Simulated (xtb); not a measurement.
Geometry relaxation of GeNH₃ClOF (part 2 of 3)

GeNH₃ClOF, SMILES [NH2][Ge]([OH])([F])[Cl]; GFN1-xTB, ALPB solvent dmf (xtb 6.7.1). The geometry comes from this level: GFN2-xTB.

Geometry of the input (Å):
```
N  -1.0204  0.9235  0.4507
Ge 0.1691  -0.1451  -0.3548
O  0.9596  -1.0949  0.8443
F  -0.7465  -1.2983  -1.3038
Cl 1.5026  0.7419  -1.7023
H  -0.9163  1.0136  1.4511
H  -1.2102  1.8229  0.0348
H  1.2619  -1.9636  0.5800
```

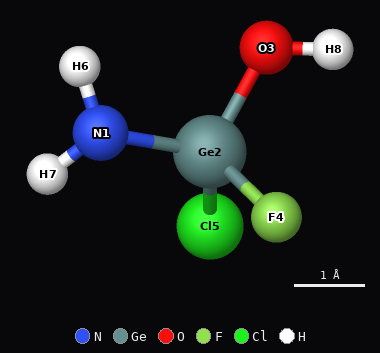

Fig. 1: The structure as given in the input (ball-and-stick view, seen at an oblique angle; atoms are numbered from 1 in the order of the input). Sticks mark near contacts.

**What the program printed, continued**
```
 iter      E             dE          RMSdq      gap      omega  full diag
   1    -20.7786354 -0.207786E+02  0.582E-02    6.05       0.0  T
   2    -20.7786215  0.139168E-04  0.380E-02    6.06       1.0  T
   3    -20.7786108  0.107524E-04  0.430E-02    6.05       1.0  T
   4    -20.7786502 -0.394407E-04  0.662E-03    6.06       5.3  T
   5    -20.7786503 -0.472826E-07  0.120E-03    6.06      29.5  T
   6    -20.7786503 -0.781031E-08  0.225E-04    6.06     157.0  T
   7    -20.7786503 -0.529283E-10  0.625E-05    6.06     565.7  T
   8    -20.7786503 -0.473115E-10  0.139E-05    6.06    2551.1  T
     SCC iter.                  ...        0 min,  0.001 sec
     gradient                   ...        0 min,  0.002 sec
 * total energy  :   -20.6976561 Eh     change       -0.1307526E-03 Eh
   gradient norm :     0.0063425 Eh/α   predicted    -0.1352977E-03 (   3.48%)
   displ. norm   :     0.0153436 α      lambda       -0.4568745E-04
   maximum displ.:     0.0072843 α      in ANC's #7, #4, #6, ...

........................................................................
.............................. CYCLE    5 ..............................
........................................................................

 iter      E             dE          RMSdq      gap      omega  full diag
   1    -20.7791589 -0.207792E+02  0.136E-02    6.05       0.0  T
   2    -20.7791597 -0.748921E-06  0.395E-03    6.04       9.0  T
   3    -20.7791595  0.187373E-06  0.329E-03    6.04      10.8  T
   4    -20.7791597 -0.196135E-06  0.159E-03    6.04      22.2  T
   5    -20.7791597 -0.432053E-07  0.426E-04    6.04      83.0  T
   6    -20.7791597 -0.257646E-08  0.930E-05    6.04     380.2  T
   7    -20.7791597 -0.120817E-09  0.791E-06    6.04    4471.6  T
     SCC iter.                  ...        0 min,  0.001 sec
     gradient                   ...        0 min,  0.002 sec
 * total energy  :   -20.6976862 Eh     change       -0.3004522E-04 Eh
   gradient norm :     0.0021281 Eh/α   predicted    -0.2284786E-04 ( -23.96%)
   displ. norm   :     0.0352479 α      lambda       -0.2533538E-04
   maximum displ.:     0.0222779 α      in ANC's #3, #2, #1, ...

........................................................................
.............................. CYCLE    6 ..............................
........................................................................

 iter      E             dE          RMSdq      gap      omega  full diag
   1    -20.7791278 -0.207791E+02  0.688E-03    6.04       0.0  T
   2    -20.7791279 -0.684651E-07  0.405E-03    6.04       8.7  T
   3    -20.7791279 -0.510319E-07  0.437E-03    6.04       8.1  T
   4    -20.7791283 -0.436143E-06  0.125E-03    6.04      28.3  T
   5    -20.7791283 -0.731632E-08  0.171E-04    6.04     206.9  T
   6    -20.7791283 -0.372747E-09  0.277E-05    6.04    1277.9  T
     SCC iter.                  ...        0 min,  0.001 sec
     gradient                   ...        0 min,  0.002 sec
 * total energy  :   -20.6977044 Eh     change       -0.1815943E-04 Eh
   gradient norm :     0.0009647 Eh/α   predicted    -0.1268401E-04 ( -30.15%)
   displ. norm   :     0.0827596 α      lambda       -0.2029436E-04
   maximum displ.:     0.0549870 α      in ANC's #3, #2, #1, ...

........................................................................
.............................. CYCLE    7 ..............................
........................................................................

 iter      E             dE          RMSdq      gap      omega  full diag
   1    -20.7788040 -0.207788E+02  0.746E-03    6.03       0.0  T
   2    -20.7788040 -0.237390E-07  0.471E-03    6.03       7.5  T
   3    -20.7788041 -0.162177E-06  0.480E-03    6.03       7.4  T
   4    -20.7788046 -0.505135E-06  0.147E-03    6.03      24.1  T
   5    -20.7788047 -0.112045E-07  0.186E-04    6.03     190.2  T
   6    -20.7788047 -0.365272E-09  0.439E-05    6.03     806.2  T
     SCC iter.                  ...        0 min,  0.001 sec
     gradient                   ...        0 min,  0.002 sec
 * total energy  :   -20.6977215 Eh     change       -0.1718071E-04 Eh
   gradient norm :     0.0031291 Eh/α   predicted    -0.1017639E-04 ( -40.77%)
   displ. norm   :     0.0352242 α      lambda       -0.1325536E-04
   maximum displ.:     0.0243487 α      in ANC's #3, #2, #1, ...

........................................................................
.............................. CYCLE    8 ..............................
........................................................................

 iter      E             dE          RMSdq      gap      omega  full diag
   1    -20.7788888 -0.207789E+02  0.192E-03    6.03       0.0  T
   2    -20.7788888  0.232874E-07  0.137E-03    6.03      25.9  T
   3    -20.7788888 -0.248209E-08  0.134E-03    6.03      26.4  T
   4    -20.7788888 -0.379254E-07  0.196E-04    6.03     180.7  T
   5    -20.7788888 -0.435669E-10  0.231E-05    6.03    1530.8  T
     SCC iter.                  ...        0 min,  0.001 sec
     gradient                   ...        0 min,  0.002 sec
 * total energy  :   -20.6977334 Eh     change       -0.1185283E-04 Eh
   gradient norm :     0.0028735 Eh/α   predicted    -0.6636641E-05 ( -44.01%)
   displ. norm   :     0.1405345 α      lambda       -0.5162999E-04
   maximum displ.:     0.1018129 α      in ANC's #3, #1, #2, ...

........................................................................
.............................. CYCLE    9 ..............................
........................................................................

 iter      E             dE          RMSdq      gap      omega  full diag
   1    -20.7786670 -0.207787E+02  0.508E-03    6.05       0.0  T
   2    -20.7786670  0.221800E-07  0.375E-03    6.05       9.4  T
   3    -20.7786669  0.597610E-07  0.316E-03    6.05      11.2  T
   4    -20.7786671 -0.215687E-06  0.111E-03    6.05      31.8  T
   5    -20.7786671 -0.914401E-08  0.118E-04    6.05     298.7  T
   6    -20.7786671 -0.177600E-10  0.242E-05    6.05    1461.2  T
     SCC iter.                  ...        0 min,  0.001 sec
     gradient                   ...        0 min,  0.002 sec
 * total energy  :   -20.6977610 Eh     change       -0.2765461E-04 Eh
   gradient norm :     0.0033722 Eh/α   predicted    -0.2632471E-04 (  -4.81%)
   displ. norm   :     0.0116404 α      lambda       -0.1930642E-04
   maximum displ.:     0.0061785 α      in ANC's #3, #12, #13, ...

........................................................................
.............................. CYCLE   10 ..............................
........................................................................

 iter      E             dE          RMSdq      gap      omega  full diag
   1    -20.7795264 -0.207795E+02  0.726E-03    6.05       0.0  T
   2    -20.7795262  0.185449E-06  0.481E-03    6.05       7.3  T
   3    -20.7795260  0.154746E-06  0.548E-03    6.05       6.4  T
   4    -20.7795266 -0.605186E-06  0.892E-04    6.05      39.6  T
   5    -20.7795266 -0.200030E-08  0.175E-04    6.05     202.3  T
   6    -20.7795266 -0.969962E-10  0.370E-05    6.05     956.5  T
     SCC iter.                  ...        0 min,  0.001 sec
     gradient                   ...        0 min,  0.002 sec
 * total energy  :   -20.6977720 Eh     change       -0.1091123E-04 Eh
   gradient norm :     0.0013307 Eh/α   predicted    -0.9654870E-05 ( -11.51%)
   displ. norm   :     0.0770579 α      lambda       -0.1213555E-04
   maximum displ.:     0.0651920 α      in ANC's #3, #7, #1, ...

........................................................................
.............................. CYCLE   11 ..............................
........................................................................

 iter      E             dE          RMSdq      gap      omega  full diag
   1    -20.7793754 -0.207794E+02  0.726E-03    6.06       0.0  T
   2    -20.7793750  0.362282E-06  0.469E-03    6.06       7.5  T
   3    -20.7793753 -0.234864E-06  0.495E-03    6.06       7.1  T
   4    -20.7793758 -0.546877E-06  0.104E-03    6.06      33.9  T
   5    -20.7793758 -0.127891E-07  0.198E-04    6.06     178.9  T
   6    -20.7793758 -0.374200E-09  0.385E-05    6.06     919.4  T
     SCC iter.                  ...        0 min,  0.001 sec
     gradient                   ...        0 min,  0.002 sec
 * total energy  :   -20.6977838 Eh     change       -0.1184200E-04 Eh
   gradient norm :     0.0016393 Eh/α   predicted    -0.6083485E-05 ( -48.63%)
   displ. norm   :     0.0756182 α      lambda       -0.9252244E-05
   maximum displ.:     0.0613976 α      in ANC's #3, #1, #2, ...

........................................................................
.............................. CYCLE   12 ..............................
........................................................................

 iter      E             dE          RMSdq      gap      omega  full diag
   1    -20.7791709 -0.207792E+02  0.104E-02    6.06       0.0  T
   2    -20.7791698  0.108023E-05  0.792E-03    6.07       4.5  T
   3    -20.7791710 -0.117903E-05  0.629E-03    6.06       5.6  T
   4    -20.7791719 -0.931138E-06  0.103E-03    6.06      34.2  T
   5    -20.7791719 -0.110419E-07  0.269E-04    6.06     131.3  T
   6    -20.7791719 -0.721077E-09  0.466E-05    6.06     758.5  T
   7    -20.7791719 -0.147402E-10  0.618E-06    6.06    5724.9  T
     SCC iter.                  ...        0 min,  0.001 sec
     gradient                   ...        0 min,  0.002 sec
 * total energy  :   -20.6977913 Eh     change       -0.7525487E-05 Eh
   gradient norm :     0.0017658 Eh/α   predicted    -0.4639741E-05 ( -38.35%)
   displ. norm   :     0.0182868 α      lambda       -0.4462563E-05
   maximum displ.:     0.0111901 α      in ANC's #3, #4, #9, ...

........................................................................
.............................. CYCLE   13 ..............................
........................................................................

 iter      E             dE          RMSdq      gap      omega  full diag
   1    -20.7796134 -0.207796E+02  0.429E-03    6.06       0.0  T
   2    -20.7796133  0.108303E-06  0.355E-03    6.06      10.0  T
   3    -20.7796134 -0.142939E-06  0.207E-03    6.06      17.0  T
   4    -20.7796135 -0.118393E-06  0.715E-04    6.06      49.5  T
   5    -20.7796135 -0.416773E-08  0.128E-04    6.06     276.0  T
   6    -20.7796135 -0.706990E-10  0.172E-05    6.06    2052.5  T
     SCC iter.                  ...        0 min,  0.001 sec
     gradient                   ...        0 min,  0.002 sec
 * total energy  :   -20.6977928 Eh     change       -0.1481400E-05 Eh
   gradient norm :     0.0009738 Eh/α   predicted    -0.2230953E-05 (  50.60%)
   displ. norm   :     0.0388581 α      lambda       -0.3052500E-05
   maximum displ.:     0.0294570 α      in ANC's #3, #2, #1, ...

   *** GEOMETRY OPTIMIZATION CONVERGED AFTER 13 ITERATIONS ***

------------------------------------------------------------------------
 total energy gain   :        -0.0012898 Eh       -0.8093 kcal/mol
 total RMSD          :         0.2278839 a0        0.1206 Å
 total power (kW/mol):        -0.2604809 (step)  -71.2995 (real)
------------------------------------------------------------------------

 ANCopt (total)                0 d,  0 h,  0 min,  0.047 sec
 optimizer setup                ...        0 min,  0.000 sec (  0.080%)
 model hessian                  ...        0 min,  0.000 sec (  0.403%)
 ANC generation                 ...        0 min,  0.000 sec (  0.111%)
 coordinate transformation      ...        0 min,  0.000 sec (  0.047%)
 single point calculation       ...        0 min,  0.046 sec ( 97.805%)
 optimization log               ...        0 min,  0.000 sec (  0.485%)
 hessian update                 ...        0 min,  0.000 sec (  0.058%)
 rational function              ...        0 min,  0.000 sec (  0.593%)

================
 final structure:
================
8
 xtb: 6.7.1
N           -1.09321656348088        0.94661628093055        0.41392511058640
Ge           0.11727228301229       -0.16198611162543       -0.33431409818781
O            0.90810115520276       -1.14314619430744        0.86905637785689
F           -0.76437305025320       -1.29764404231179       -1.30733435011766
Cl           1.45822252707396        0.70083892445283       -1.72163889012314
H           -1.03222691592589        0.95335247005171        1.41701073408835
H           -1.01068187084423        1.89412987367681        0.09405730609685
H            1.41690243521520       -1.89216120086723        0.56922780980011

 Bond Distances (Angstroems)
 ---------------------------
N1-Ge2=1.8039        N1-H6=1.0050         N1-H7=1.0034         Ge2-N1=1.8039        Ge2-O3=1.7425        Ge2-F4=1.7360
Ge2-Cl5=2.1136       O3-Ge2=1.7425        O3-H8=0.9538         F4-Ge2=1.7360        Cl5-Ge2=2.1136       H6-N1=1.0050
H7-N1=1.0034         H8-O3=0.9538
 N  H  Rav=1.0042 sigma=0.0008  Rmin=1.0034  Rmax=1.0050     2
 O  H  Rav=0.9538 sigma=0.0000  Rmin=0.9538  Rmax=0.9538     1
 Ge N  Rav=1.8039 sigma=0.0000  Rmin=1.8039  Rmax=1.8039     1
 Ge O  Rav=1.7425 sigma=0.0000  Rmin=1.7425  Rmax=1.7425     1
 Ge F  Rav=1.7360 sigma=0.0000  Rmin=1.7360  Rmax=1.7360     1
 Ge Cl Rav=2.1136 sigma=0.0000  Rmin=2.1136  Rmax=2.1136     1

 selected bond angles (degree)
 --------------------
H6-N1-Ge2=112.17               H7-N1-Ge2=113.13               H7-N1-H6=107.87                O3-Ge2-N1=111.35
F4-Ge2-N1=107.08               F4-Ge2-O3=104.43               Cl5-Ge2-N1=116.56              Cl5-Ge2-O3=113.28
Cl5-Ge2-F4=102.79              H8-O3-Ge2=117.85

 selected dihedral angles (degree)
 ---------------------------------
O3-Ge2-N1-H6=  9.55           O3-Ge2-N1-H7=131.85           F4-Ge2-N1-H6=123.13           F4-Ge2-N1-H7=245.44
Cl5-Ge2-N1-H6=237.49          Cl5-Ge2-N1-H7=359.80          H8-O3-Ge2-N1=166.53           H8-O3-Ge2-F4= 51.30
H8-O3-Ge2-Cl5=300.22
           -------------------------------------------------
          |                Final Singlepoint                |
           -------------------------------------------------
```
